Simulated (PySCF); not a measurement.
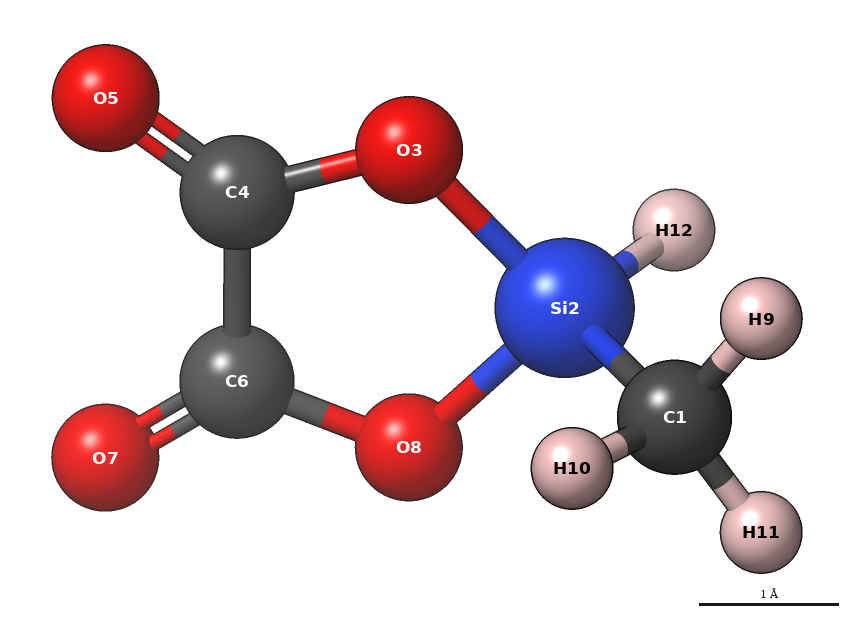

The view is orthographic, and the bar gives the scale. The computed structure is the end point of a GFN2-xTB optimisation. No frequency run is at hand to confirm it as a minimum.

Write Cartesian coordinates in Å in the frame of the picture: x to the right, y up, z towards the viewer, origin at the mean of the atomic positions.

```xyz
12
C3H4O4Si
C    1.56  -0.61   1.16
Si   0.76   0.19  -0.35
O   -0.36   1.33   0.08
C   -1.61   1.02  -0.28
O   -2.56   1.70  -0.08
C   -1.61  -0.35  -1.00
O   -2.56  -0.90  -1.45
O   -0.37  -0.83  -1.05
H    2.19   0.11   1.68
H    0.82  -0.98   1.86
H    2.19  -1.44   0.86
H    1.56   0.75  -1.43
```
